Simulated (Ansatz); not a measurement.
Cost and result by functional for the ionisation potential of the (100) surface of 3C silicon carbide in its 1x1 cell (cut with top plane C, bottom plane C), relaxed from an ideal cut (the real face may reconstruct), outermost plane spacing 1.10 Å in the ideal cut (one of several cuts of this face), with 1 C a cell over the bulk's ratio, in Ansatz (plane waves, PAW). Single points on the PBE structure, on one kind of machine; costs are rough ratios of the slab run's core time (references not counted) to the cheapest single point. r2SCAN's cost holds its higher cutoff (500 against 420 eV). Differences are taken against r2SCAN for comparison alone: no measured value is at hand, so the table doesn't rank accuracy.

Slab: 11 atoms, C6Si5, 11.0 Å thick at the start; k 8x8x1, smearing 0.025 eV, dipole-corrected; all atoms relaxed; start symmetry kept, larger cells not searched; no spin (no spin-polarised run to compare, though such a face may carry moments), no spin-orbit, no U. The slab shows no gap on its mesh. These notes are the PBE run's.

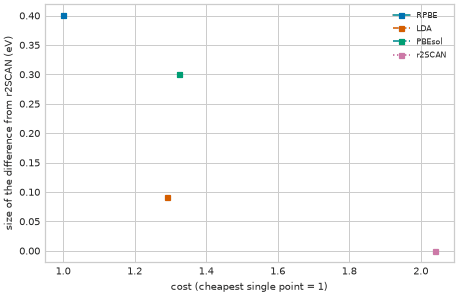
Figure: Difference from r2SCAN against cost

```tsv
functional	relative cost	ionisation potential (eV)	less r2SCAN (eV)
RPBE	1	7.21	-0.40
LDA	1	7.52	-0.09
PBEsol	1	7.31	-0.30
r2SCAN	2	7.61	0.00
PBE (the relaxed run's value)	–	7.31	-0.31
```

The values span 0.40 eV, while the single points' costs differ by a factor of roughly 2. Differences are of unrounded values.

Ansatz is a first-principles code.
